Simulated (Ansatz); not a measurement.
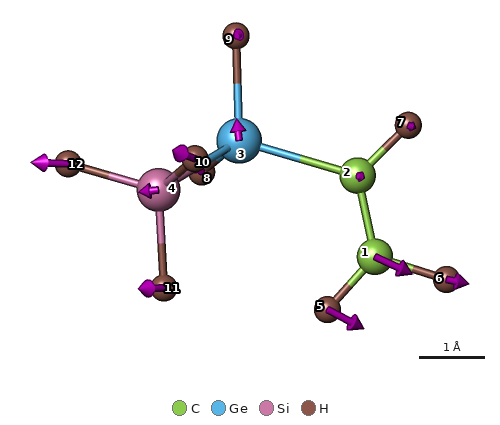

This is a relaxation of C$_{2}$H$_{8}$GeSi (coarse preliminary run). The starting structure is drawn; purple arrows show the displacements, 5 times their true length. The two geometries are superimposed by the best rigid fit.

A ball-and-stick model, seen at a tilt.

The start comes from a force field.

Level of theory: RKS PBE-D4/def2-SVP (Ansatz 0.2.0). Settings: force threshold 0.03 eV/Å; at most 200 steps.

Q: What did the optimiser do to the structure, and how much energy did it gain?

A: The atom that moves furthest after the best rigid fit is H5 (0.14 Å). By element the largest moves are H 0.14 Å, C 0.14 Å, Ge 0.07 Å, Si 0.07 Å. Near-neighbour distances that change, for instance: Si4–H10 1.402 → 1.505 Å, C1–C2 1.278 → 1.346 Å, Ge3–H8 1.488 → 1.555 Å, Ge3–H9 1.615 → 1.553 Å. Bond angles that change, for instance: C1–C2–Ge3 118.4° → 123.8°, Ge3–Si4–H11 104.3° → 109.4°, H10–Si4–H12 113.3° → 108.8°. Over 5 accepted moves (6 points after the start) the energy falls by 47.0 kJ/mol. Largest force component: 3.7 eV/Å at the start, 0.015 eV/Å at the end. The line search rejected the trial step at point 3 of the run.
